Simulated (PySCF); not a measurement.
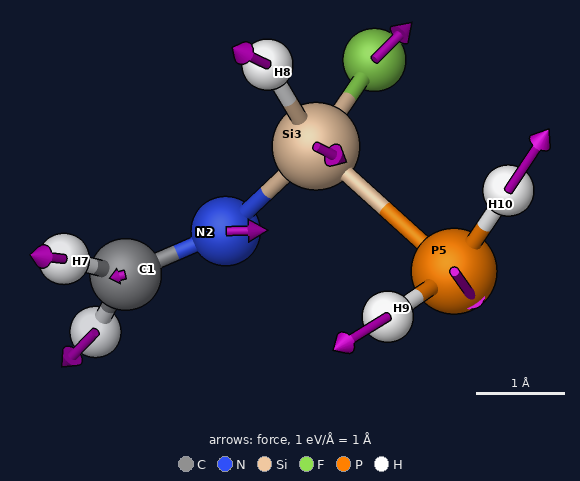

Starting geometry of CH5FNPSi with the computed forces as purple arrows. A ball-and-stick model, seen at a tilt.

The start comes from GFN2-xTB.

The calculation used PySCF, PBE0-D3(BJ)/def2-SVP geometry optimisation, gas phase. 

What follows when this structure is relaxed?

It isn't relaxed: the largest force vector, on the P atom, is 1.24 eV/Å. The final displacements have little in common with the starting forces (cosine between the two patterns 0.08). The largest move after the best rigid fit is that of an H atom, 0.36 Å. Largest moves by element: H 0.36 Å, N 0.25 Å, P 0.18 Å, Si 0.14 Å, C 0.07 Å, F 0.06 Å. Some distances before and after: H–P 1.387 → 1.431 Å, H–Si 1.460 → 1.496 Å, N–Si 1.711 → 1.744 Å, C–H 1.093 → 1.113 Å. Among the angles between lasting bonds that change: C–N–Si 137.9° → 124.4°, N–Si–H 120.6° → 112.4°, N–Si–F 102.6° → 107.6°. The energy falls by 0.168 eV in 12 geometry steps. Cost: 51 s on 1 thread of Arm Neoverse V1, on a shared host.
